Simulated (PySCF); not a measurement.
EPR calculation of C$_{6}$H$_{8}$NO$_{2}$

- system: C$_{6}$H$_{8}$NO$_{2}$, multiplicity 2
- method: UKS B3LYP, pcH-1 on C H N O, non-relativistic, mean-field spin-orbit, GIAO (PySCF 2.14.0)

It belongs to a series of runs on one base structure; here: H removed from sp3 C.

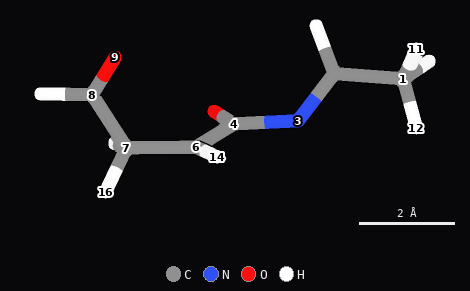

*The structure (stick view, seen at a tilt; atoms are numbered from 1 in the order of the input).*

Bond lengths as drawn: C–C 1.42 to 1.52 Å, C–H 1.08 to 1.11 Å, C–N 1.25 to 1.39 Å and C–O 1.19 to 1.23 Å.

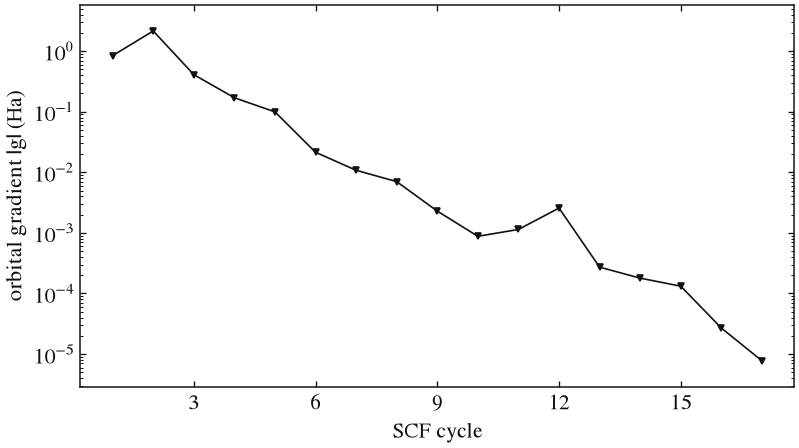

*Convergence of the self-consistent field: orbital gradient |g| against the SCF cycle.*

All cycles printed in the log are drawn one after another.

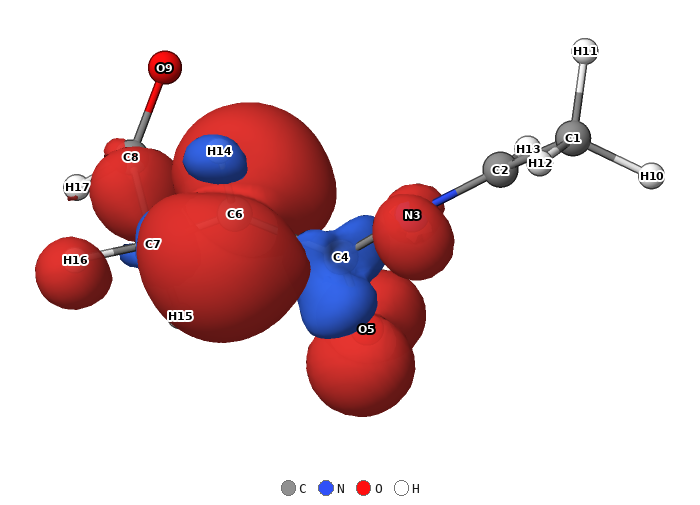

*Isosurfaces of the spin density (α minus β) at +0.015 (red) and −0.015 e/Å³ (blue), seen at a tilt.*

The unpaired spin (1 electron) lies mostly on C6 (about 0.6) and O5 (about 0.2), in electrons by Hirshfeld's partition.

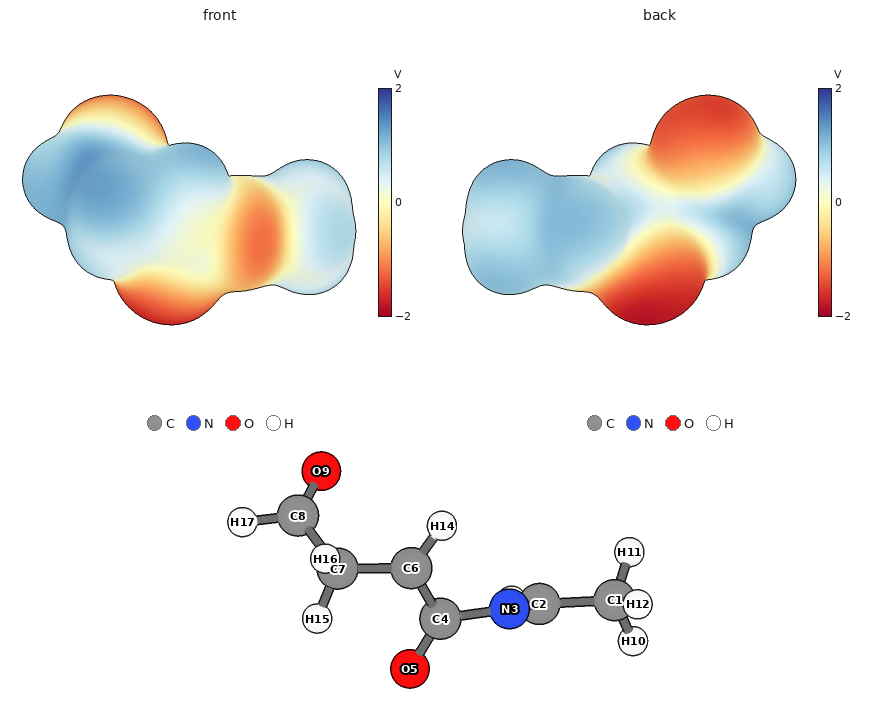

*The molecular electrostatic potential painted on the density surface at 0.002 e/bohr³, seen at a tilt and from behind; red is negative and blue positive. The bare structure is drawn below in the same view.*

The input that produced these results follows, with the program's output.

Input file:
```
{"job": {"kind": "epr", "basis": "pcH-1"}, "charge": 0, "multiplicity": 2}
C      3.505475     0.136792    -0.126107
C      2.125121    -0.361638    -0.338470
N      1.188877    -0.069398     0.441498
C     -0.114070    -0.552613     0.429924
O     -0.364545    -1.750005     0.550616
C     -1.093187     0.479151     0.368828
C     -2.510504     0.113118     0.232073
C     -3.074884     0.281633    -1.169712
O     -2.528313     0.782018    -2.104055
H      4.188354    -0.709229    -0.063855
H      3.810254     0.745174    -0.976575
H      3.564744     0.723092     0.785838
H      1.966659    -0.975850    -1.232581
H     -0.781021     1.504284     0.262201
H     -2.635244    -0.939694     0.508264
H     -3.150967     0.726233     0.875740
H     -4.103747    -0.121037    -1.245192
```

The first line tells a small driver script what to run in PySCF; the rest is the geometry in Å.

Launched with:
```bash
OMP_NUM_THREADS=1 python <driver script> task.json out
```

Log:
```
UKS, coarse grid
  cycle   1  E = -438.33146702  |g| = 8.43e-01
  cycle   2  E = -436.44871047  |g| = 2.15e+00
  cycle   3  E = -438.52899250  |g| = 4.10e-01
  cycle   4  E = -438.60167348  |g| = 1.70e-01
  cycle   5  E = -438.60849105  |g| = 9.94e-02
  cycle   6  E = -438.61249391  |g| = 2.14e-02
  cycle   7  E = -438.61273207  |g| = 1.08e-02
  cycle   8  E = -438.61279556  |g| = 7.02e-03
  cycle   9  E = -438.61282754  |g| = 2.29e-03
  cycle  10  E = -438.61283275  |g| = 8.79e-04
UKS, final grid
  cycle   1  E = -438.61286141  |g| = 1.14e-03
  cycle   2  E = -438.61285965  |g| = 2.57e-03
  cycle   3  E = -438.61286222  |g| = 2.72e-04
  cycle   4  E = -438.61286228  |g| = 1.79e-04
  cycle   5  E = -438.61286233  |g| = 1.32e-04
  cycle   6  E = -438.61286234  |g| = 2.69e-05
  cycle   7  E = -438.61286234  |g| = 7.75e-06
E = -438.61286234 Eh   <S^2> = 0.7586 (exact 0.7500)
g shifts (ppm)      1          2          3
  rmc          -182       -182       -182
  gc             -3         36         36
  oz_so          66       1256       3692
  total        -118       1111       3546
hyperfine (MHz)  atom isotope    a_iso     a_fc   dipolar eigenvalues
    0   13C       2.88       2.88     -0.42     -0.33      0.76
    1   13C      -1.16      -1.16     -1.89      0.01      1.88
    2   14N       2.55       2.55     -2.24     -1.76      4.00
    3   13C     -40.49     -40.49     -9.87      2.63      7.24
    4   17O     -13.97     -13.97    -65.99     32.51     33.48
    5   13C      74.21      74.21    -67.59    -66.95    134.53
    6   13C     -26.56     -26.56     -2.09      0.50      1.59
    7   13C      58.15      58.15     -5.36     -4.59      9.94
    8   17O      -1.04      -1.04     -2.13      0.23      1.90
    9    1H      -0.97      -0.97     -0.62     -0.58      1.20
   10    1H       0.08       0.08     -0.64     -0.53      1.16
   11    1H      -0.23      -0.23     -0.90     -0.79      1.70
   12    1H       9.97       9.97     -1.56     -1.05      2.62
   13    1H     -52.96     -52.96    -31.69     -1.68     33.37
   14    1H       8.65       8.65     -4.43     -2.97      7.40
   15    1H      64.67      64.67     -4.42     -3.45      7.87
   16    1H      14.54      14.54     -2.60     -1.66      4.26
```

Key numbers:

- outcome: converged
- total energy: −438.612862 hartree
- ⟨S²⟩: 0.759
- isotropic g: 2.0038
- hardware: 1 CPU thread, shared host
- wall time: 1.8 min
- peak memory: 0.98 GiB
